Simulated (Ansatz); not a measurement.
# Tunnelling across a broken As chain: predicting one gap

Set-up. Ansatz 0.2.0, plane waves with PAW datasets at the program's default cutoffs, Fermi-Dirac smearing of 0.05 eV, chains in boxes 7.5 Å wide or more, moments seeded when the perfect chain is relaxed. PBE, no spin-orbit coupling; one bond is opened by s Å beyond its relaxed length, the other atoms of a straight cell of 14 kept, without spin, and the conductance taken at 300 K.

```tsv
run	G (G₀)	largest error term (%)	s	ln G
+1.2 Å	0.7439	2	1.2	−0.2958
+1.8 Å	0.1912	3	1.8	−1.654
+2.5 Å	0.03587	6	2.5	−3.328
+3.3 Å	0.005281	9	3.3	−5.244
```

One run is withheld: run = +4.2 Å, with s = 4.2. Fit a straight line ln G = a + b × s to the 4 rows shown and predict it.

**Fit.** The means are 2.2 for s and −2.63 for ln G. The sum of products of deviations is −5.809 and the sum of squares in s is 2.46, so b = −5.809 / 2.46 = −2.361 and a = −2.63 − (−2.361) × 2.2 = 2.564. The residuals' standard deviation, with 2 degrees of freedom, is σ = 0.032.

**Prediction.** ln G = 2.564 + (−2.361) × 4.2 = −7.353, that is 0.000641 G₀. The run gave 0.000611 G₀ (ln G = −7.4), so the prediction less the run is +0.047. The standard error of a prediction there, σ√(1 + 1/4 + (4.2 − 2.2)²/2.46), is 0.055, and the miss is 0.85 times that, for a point outside the fitted range. With so few rows σ is itself uncertain.

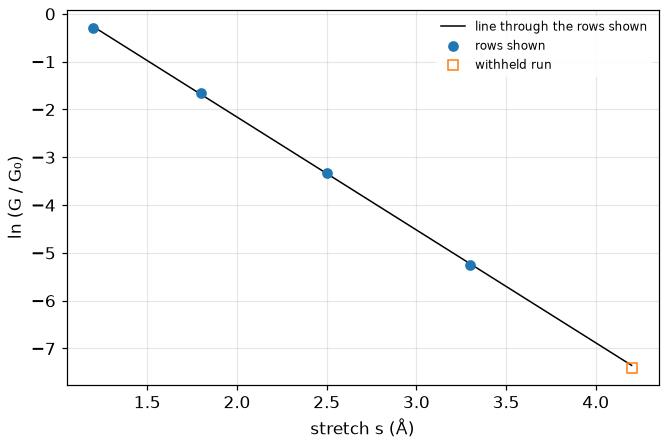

The fitted line, the rows shown and the withheld run.

**Limits.** Between neighbouring runs the slope of ln G lies between −2.40 and −2.26 per Å, so one exponential is an approximation. Error terms (up to 13 %, withheld run included) bound how much a small miss can mean. Broken ends may want a moment where none was allowed. No image potential, spin-orbit coupling or relaxation; a bent or dimerised chain may be lower in energy. Series of this kind are told only where this holds: one magnetic state in all runs, error terms under 60 %, and the runs' own leads conduct as the perfect chain does. 36 of 42 did.

[Logs are printed without paths, hosts, clocks, repeated set-up lines and the standing remarks that a program may print on its own settings, such as how far it seeks lower states.]
